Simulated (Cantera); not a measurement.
Input: 1 mol V, 0.22 mol N2, 1.8 mol H2, at 40.0 mbar.

Equilibrium computed with Cantera from the NASA thermochemical tables; the gas is ideal and each condensed phase is pure. Candidate condensed phases: V, VN; 11 gas species. Mutual solubility and eutectic melting of coexisting phases are not modelled. VN: taken at fixed stoichiometry. Condensed phases not in the tables: V2N, N, O or C dissolved in the metal. The numbers say what is thermodynamically allowed, not how fast it happens.

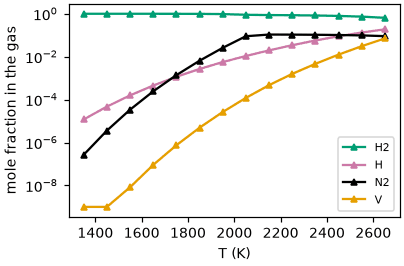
*Equilibrium gas composition (values under 1e-9 drawn at 1e-9)*

Problem. Read off the mole fractions at 2250 K.

Solution. H2 about 0.86, N2 about 0.11, H about 0.034, V about 0.0016.
